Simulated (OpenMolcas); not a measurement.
## Multiconfigurational calculation for Ru⁵⁺ complex (part 2 of 2)

The same run, continued: Ru⁵⁺ with 6 ligands (F; octahedron, 1.804 Å), embedded in Cs2GeF6 by model potentials and point charges, whose field is part of the energies. Method: state-averaged CASSCF, active space 3 electrons in the shell 4d, basis ANO-RCC-VTZP on the metal and ANO-RCC-VDZP on the ligands, DKH2 scalar Hamiltonian, spin-orbit coupling by RASSI with atomic mean-field integrals (OpenMolcas).

Output (extracts), continued:
```
--- RASSI ---
SPIN-FREE ENERGIES:
  (Shifted by EMIN (a.u.) =      -5125.0514637031)

 SF State       Relative EMIN(au)   Rel lowest level(eV)    D:o, cm**(-1)

     1             0.0000000000        0.0000000000              0.0000
    11             0.0638201569        1.7366349401          14006.9054
    12             0.0638201569        1.7366349401          14006.9054
    13             0.0694101271        1.8887457790          15233.7621
    14             0.0694101271        1.8887457790          15233.7621
    15             0.0694101271        1.8887457790          15233.7621
    16             0.1056624945        2.8752229506          23190.2370
    17             0.1056624945        2.8752229506          23190.2370
    18             0.1056624945        2.8752229506          23190.2370
     2             0.1861240845        5.0646943532          40849.5148
     3             0.1861240845        5.0646943532          40849.5148
     4             0.1861240845        5.0646943532          40849.5148
     5             0.2257083578        6.1418373034          49537.2586
     6             0.2257083578        6.1418373034          49537.2586
     7             0.2257083578        6.1418373034          49537.2586
    19             0.2363045709        6.4301749502          51862.8586
    20             0.2444801909        6.6526449039          53657.1998
    21             0.2444801909        6.6526449039          53657.1998
    22             0.2444801914        6.6526449173          53657.1999
    23             0.2473834990        6.7316479434          54294.4023
    24             0.2473834990        6.7316479434          54294.4023
    25             0.2473834990        6.7316479434          54294.4023
    26             0.2560363443        6.9671038574          56193.4823
    27             0.2560363443        6.9671038574          56193.4823
    28             0.2733036273        7.4369705657          59983.2129
    29             0.2733036273        7.4369705657          59983.2129
    30             0.2733036273        7.4369705657          59983.2129
    31             0.2909750043        7.9178332302          63861.6318
    32             0.2909750043        7.9178332302          63861.6318
    33             0.2909750043        7.9178332302          63861.6318
    34             0.3076752029        8.3722687844          67526.9017
    35             0.3509811003        9.5506822854          77031.4476
    36             0.3509811003        9.5506822854          77031.4476
    10             0.3802011202       10.3457995319          83444.5007
     8             0.3802011202       10.3457995319          83444.5007
     9             0.3802011202       10.3457995319          83444.5007
    37             0.4261611537       11.5964357575          93531.5621
    38             0.4261611537       11.5964357575          93531.5621
    39             0.4261611537       11.5964357575          93531.5621
    40             0.4343844449       11.8202029089          95336.3659
Eigenvalues of complex Hamiltonian:
   -----------------------------------
  (Shifted by EMIN (a.u.) =      -5125.0514637031)

 SO State       Relative EMIN(au)   Rel lowest level(eV)    D:o, cm**(-1)

     1            -0.0006291520        0.0000000001              0.0000
     2            -0.0006291520        0.0000000000              0.0000
     3            -0.0006291520        0.0000000000              0.0000
     4            -0.0006291520        0.0000000001              0.0000
     5             0.0630019499        1.7314904892          13965.4126
     6             0.0630019499        1.7314904892          13965.4126
     7             0.0630019499        1.7314904891          13965.4126
     8             0.0630019499        1.7314904891          13965.4126
     9             0.0681979117        1.8728798141          15105.7944
    10             0.0681979117        1.8728798141          15105.7944
    11             0.0681979116        1.8728798121          15105.7944
    12             0.0681979116        1.8728798121          15105.7944
    13             0.0693826969        1.9051194623          15365.8247
    14             0.0693826969        1.9051194623          15365.8247
    15             0.1058251905        2.8967702292          23364.0276
    16             0.1058251905        2.8967702292          23364.0276
    17             0.1058251904        2.8967702270          23364.0275
    18             0.1058251904        2.8967702270          23364.0275
    19             0.1063745947        2.9117202799          23484.6079
    20             0.1063745947        2.9117202799          23484.6079
    21             0.1837480013        5.0171579320          40466.1077
    22             0.1837480013        5.0171579320          40466.1077
    23             0.1850024898        5.0512943046          40741.4362
    24             0.1850024898        5.0512943046          40741.4362
    25             0.1850024899        5.0512943051          40741.4362
    26             0.1850024899        5.0512943051          40741.4362
    27             0.1868878033        5.1025962963          41155.2146
    28             0.1868878033        5.1025962963          41155.2146
    29             0.1868878033        5.1025962970          41155.2146
    30             0.1868878033        5.1025962970          41155.2146
    31             0.1872536789        5.1125522788          41235.5150
    32             0.1872536789        5.1125522788          41235.5150
    33             0.2234080168        6.0963619334          49170.4750
    34             0.2234080168        6.0963619334          49170.4750
    35             0.2251354113        6.1433667325          49549.5943
    36             0.2251354113        6.1433667321          49549.5943
    37             0.2251354113        6.1433667321          49549.5943
    38             0.2251354113        6.1433667325          49549.5943
    39             0.2262694357        6.1742251089          49798.4839
    40             0.2262694357        6.1742251089          49798.4839
    41             0.2264944854        6.1803490212          49847.8766
Weights of the five most important spin-orbit-free states for each spin-orbit state.

 SO State  Total energy (au)           Spin-free states, spin, and weights
 -------------------------------------------------------------------------------------------------------
    1        -0.000629       1 1.5  0.9955   16 0.5  0.0015   17 0.5  0.0008    3 1.5  0.0006    4 1.5  0.0006
    2        -0.000629       1 1.5  0.9955   18 0.5  0.0014   17 0.5  0.0010    2 1.5  0.0007   16 0.5  0.0005
    3        -0.000629       1 1.5  0.9955   18 0.5  0.0014   17 0.5  0.0011    2 1.5  0.0007   16 0.5  0.0004
    4        -0.000629       1 1.5  0.9955   16 0.5  0.0014   17 0.5  0.0009    3 1.5  0.0006    4 1.5  0.0006
    5         0.063002      12 0.5  0.6718   11 0.5  0.3168   17 0.5  0.0036   18 0.5  0.0029   16 0.5  0.0014
    6         0.063002      12 0.5  0.6718   11 0.5  0.3168   17 0.5  0.0036   18 0.5  0.0029   16 0.5  0.0014
    7         0.063002      11 0.5  0.6718   12 0.5  0.3168   16 0.5  0.0038   18 0.5  0.0024   17 0.5  0.0017
    8         0.063002      11 0.5  0.6718   12 0.5  0.3168   16 0.5  0.0038   18 0.5  0.0024   17 0.5  0.0017
    9         0.068198      15 0.5  0.5351   14 0.5  0.4389   16 0.5  0.0083   13 0.5  0.0071   17 0.5  0.0042
   10         0.068198      15 0.5  0.5351   14 0.5  0.4389   16 0.5  0.0083   13 0.5  0.0071   17 0.5  0.0042
   11         0.068198      13 0.5  0.6469   14 0.5  0.2152   15 0.5  0.1190   18 0.5  0.0072   17 0.5  0.0065
   12         0.068198      13 0.5  0.6469   14 0.5  0.2152   15 0.5  0.1190   18 0.5  0.0072   17 0.5  0.0065
```

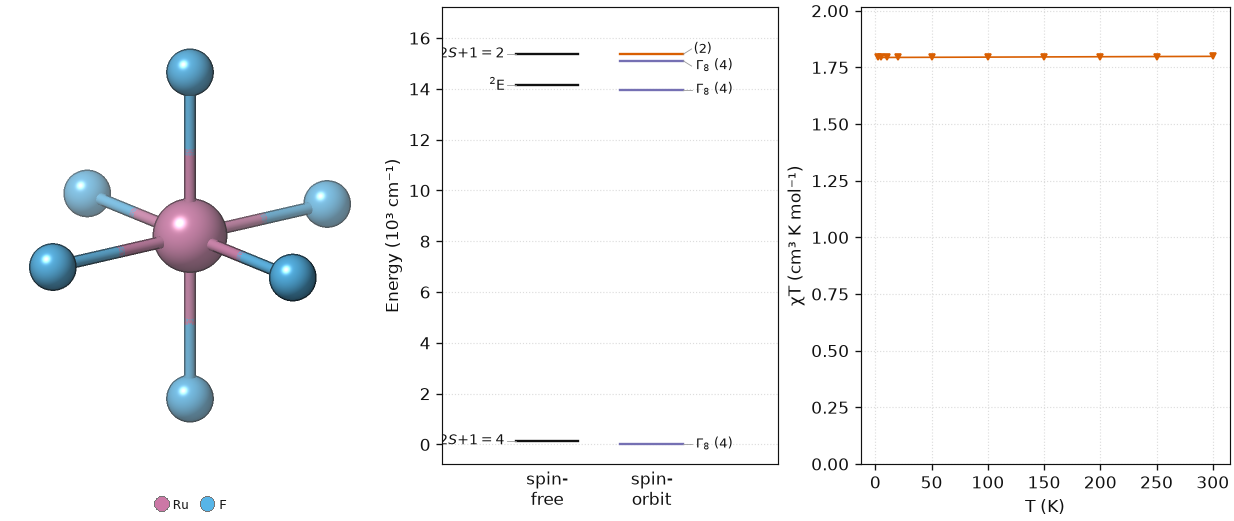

Fig. 1: Ru⁵⁺ (4d³) as a dopant in Cs₂GeF₆, a cluster with its 6 nearest F⁻ at 1.804 Å (octahedron) embedded in model potentials and point charges; the geometry was set, not optimised, and its levels and susceptibility. Labels give the representation in O, Td, D4 or D3 as the site allows (double group for half-integer spin) where it could be assigned and, in brackets, the degeneracy; spin-free states, where drawn, share the zero of the spin-orbit levels. Powder susceptibility by Van Vleck's formula. The ground level is Γ₈, 4-fold degenerate, 100 % from states of spin multiplicity 4. The next level lies at 14,000 cm⁻¹ (Γ₈). χT is 1.79 cm³ K mol⁻¹ at 2 K and 1.80 at 300 K, an effective moment of 3.79 μB. The active orbitals hold 69 to 82 % metal character (Löwdin), and the Mulliken charge of the metal is +2.29.

Key numbers:

- outcome: converged
- energy of the lowest spin-free term: −5125.05146 hartree
- energy of the lowest spin-orbit level: −5125.05209 hartree
- largest spread among components of a term: 0.0 cm⁻¹
- wall time: 27 s
- peak memory: 0.4 GiB

Notes:

Without dynamic correlation the splittings between terms come out too large, often by 20 to 50 %. To bear in mind: covalent bonds, ligand orbitals missing from the active space; the geometry is set by hand, with no relaxation.
